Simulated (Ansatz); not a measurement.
# U-wB97X/def2-SVPD (core potential) run of C2H6In (SMILES C[In]C)

Aim: the electronic atomisation energy of C2H6In at U-wB97X/def2-SVPD (core potential), from 4 runs. 

The results are computed with Ansatz 0.2.0.

33 further runs of the same task are left out: 33 set aside as unsound or not needed.

## 1. Starting point

C2H6In: 9 atoms, total charge 0, spin state doublet. SMILES: `C[In]C`. Geometry: relaxed at PBE0-D4/def2-TZVP.

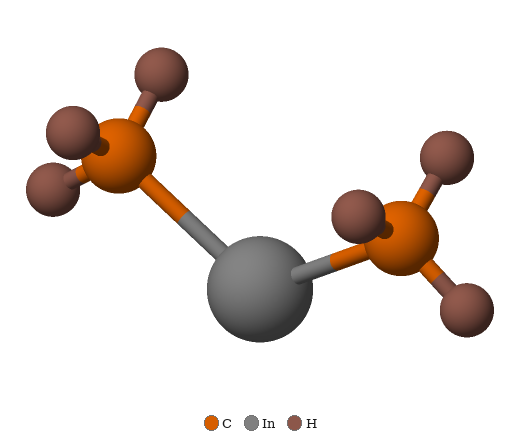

The structure, seen from a chosen angle (carbon orange, indium grey, hydrogen brown).

## 2. A single-point energy at U-wB97X/def2-SVPD (core potential)

Input file input.yaml:

```yaml
crystal:
  periodic: [false, false, false]
  atoms:
    - {symbol: C, position_ang: [0.456290, 1.815870, 0.183390]}
    - {symbol: In, position_ang: [0.277560, 0.050300, -1.113490]}
    - {symbol: C, position_ang: [-0.450470, -1.814830, -0.206650]}
    - {symbol: H, position_ang: [-0.527030, 2.036110, 0.607180]}
    - {symbol: H, position_ang: [0.821920, 2.686500, -0.358540]}
    - {symbol: H, position_ang: [1.143860, 1.578810, 0.999510]}
    - {symbol: H, position_ang: [-1.445190, -1.633350, 0.208840]}
    - {symbol: H, position_ang: [-0.500920, -2.628420, -0.928380]}
    - {symbol: H, position_ang: [0.223960, -2.091000, 0.608130]}
basis:
  gaussian: {orbitals: def2-SVPD}
magnetization: {spin_polarized: true, initial_magnetization: 1}
hamiltonian: {xc: {name: wB97X}}
accuracy: high
output: {orbitals: {seedname: orbitals}}
```

Launch:

```sh
$ ansatz run input.yaml --threads 1 --pin off --max-ram 3480MiB --events-out events.jsonl --progress --plain --runs-dir runs
```

The log of the run:

```text
Warning: RAYON_NUM_THREADS=1 ignored (pool sized by the plan → 1); use --threads N
Functional definition: wB97X
  name "wB97X"
  parameter omega = 0.3/bohr
  parameter cx = 0.157706
  parameter cx1 = 0.726479
  parameter cx2 = 1.04760
  parameter cx3 = -5.70635
  parameter cx4 = 13.2794
  parameter css1 = -4.33879
  parameter css2 = 18.2308
  parameter css3 = -31.7430
  parameter css4 = 17.2901
  parameter cos1 = 2.37031
  parameter cos2 = -11.3995
  parameter cos3 = 6.58405
  parameter cos4 = -3.78132
  exchange = spin_sum(e_x_unif_sr(omega)*poly(b97_u_x, 1 - cx, cx1, cx2, cx3, cx4)) + cx*exact_x_sr(omega)
      + exact_x_lr(omega)
  correlation = spin_sum(e_c_pw_same_spin*poly(b97_u_same, 1, css1, css2, css3, css4))
      + integral(e_c_pw_opposite_spin*poly(b97_u_opposite, 1, cos1, cos2, cos3, cos4))
2623 factors; integrals over basis functions are off by at most 2.6e-9 eV
581 factors; integrals over basis functions are off by at most 1.5e-9 eV
mean field evaluation 1: about -7337.8877 eV, gradient 3.2e1 eV
mean field evaluation 2: about -7339.9577 eV, gradient 2.5e1 eV
mean field evaluation 4: about -7343.2898 eV, gradient 4.9e-1 eV
mean field evaluation 8: about -7343.3326 eV, gradient 8.3e-2 eV
mean field evaluation 16: about -7343.3329 eV, gradient 4.8e-5 eV
mean field -7343.33291402 eV, -269.8625071002 hartree, gradient 6.6e-8 eV, S^2 0.755812; 0 other end points of the search recorded, 0 dependent functions left out
reference -7343.33291036 eV, -269.8625069658 hartree; 20, 19 occupied and 100, 101 virtual orbitals, 2623 factors
Total energy: -7343.33291036 eV, -269.8625069658 hartree
```

Run time: 83 s. Hardware: 1 thread of Arm Neoverse V1, shared host; peak memory 1.2 GiB.

## 3. The C atom

Input file job.yaml:

```yaml
crystal:
  periodic: [false, false, false]
  atoms:
    - {symbol: C, position_ang: [0.000000, 0.000000, 0.000000]}
basis:
  gaussian:
    orbitals: def2-SVPD
magnetization:
  spin_polarized: true
  initial_magnetization: 2
hamiltonian:
  xc: {name: wB97X}
accuracy: high
```

Run the same way, it converges to -37.80235 Eh (log not shown).

## 4. The H atom

Input file input.yaml:

```yaml
crystal:
  periodic: [false, false, false]
  atoms:
    - symbol: H
      position_ang: [0.000000, 0.000000, 0.000000]
basis:
  gaussian:
    orbitals: def2-SVPD
magnetization:
  spin_polarized: true
  initial_magnetization: 1
hamiltonian:
  xc: {name: wB97X}
accuracy: high
```

Run the same way, it converges to -0.50060 Eh (log not shown).

## 5. The In atom, same level

Edit input.yaml of step 4 so:

```diff
@@ -3,4 +3,3 @@
   atoms:
-    - symbol: H
-      position_ang: [0.000000, 0.000000, 0.000000]
+    - {symbol: In, position_ang: [0.000000, 0.000000, 0.000000]}
 basis:
```

Run the same way, it converges to -190.13971 Eh (log not shown).

## 6. Summary of results

At U-wB97X/def2-SVPD (core potential):

| quantity | value |
| --- | --- |
| molecule: total energy | -269.86251 Eh |
| molecule: HOMO energy (highest over α and β) | -6.81 eV |
| molecule: LUMO energy (lowest over α and β) | -0.87 eV |
| molecule: ⟨S²⟩ | 0.756 |
| C atom: total energy | -37.80235 Eh |
| C atom: ⟨S²⟩ | 2.006 |
| H atom: total energy | -0.50060 Eh |
| H atom: ⟨S²⟩ | 0.750 |
| In atom: total energy | -190.13971 Eh |
| In atom: ⟨S²⟩ | 0.752 |
| electronic atomisation energy | 30.327 eV |

In words: Taking the molecule apart into free atoms costs 30.33 eV (2926 kJ/mol), before zero-point energy and without spin-orbit coupling.
